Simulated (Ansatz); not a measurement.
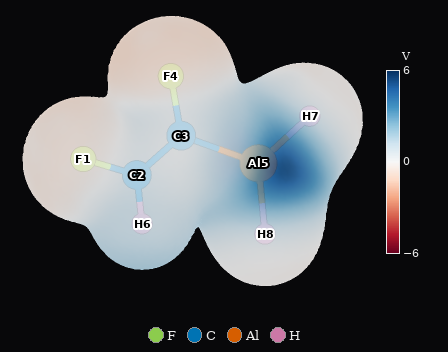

*C$_{2}$H$_{3}$AlF$_{2}$ (SMILES FC=[C](F)[AlH2]). The electrostatic potential painted on the density surface at 0.004 e/bohr³, seen at a tilt; red is negative and blue positive.*

Level of theory: RKS revPBE-D4/def2-SVP (Ansatz).

Input file:

```
crystal:
  periodic: [false, false, false]
  atoms:
    - { symbol: F, position_ang: [-1.60493, 0.57752, -0.19619] }
    - { symbol: C, position_ang: [-0.72063, 0.82531, 0.80474] }
    - { symbol: C, position_ang: [0.45366, 0.21374, 0.65385] }
    - { symbol: F, position_ang: [0.62338, -0.55855, -0.44536] }
    - { symbol: Al, position_ang: [1.70304, 0.63766, 2.19193] }
    - { symbol: H, position_ang: [-1.10891, 1.48297, 1.57035] }
    - { symbol: H, position_ang: [3.11424, 0.02726, 2.15833] }
    - { symbol: H, position_ang: [1.30488, 1.52773, 3.37522] }
basis:
  gaussian: { orbitals: def2-SVP }
hamiltonian:
  xc: revpbe
  dispersion: d4
relax:
  f_tol: 0.015
  max_steps: 40
output:
  orbitals: {}
```

Run with:

```sh
ansatz run input.yaml --threads 1 --pin off --max-ram 2048MiB --backend cpu --events-out ev --progress --plain --runs-dir out
```

The fields are those of the relaxed geometry.

**Where is the surface potential most negative and most positive?**

The most negative region (about −0.8 V) lies over F4, the most positive (about +5.2 V) over Al5.
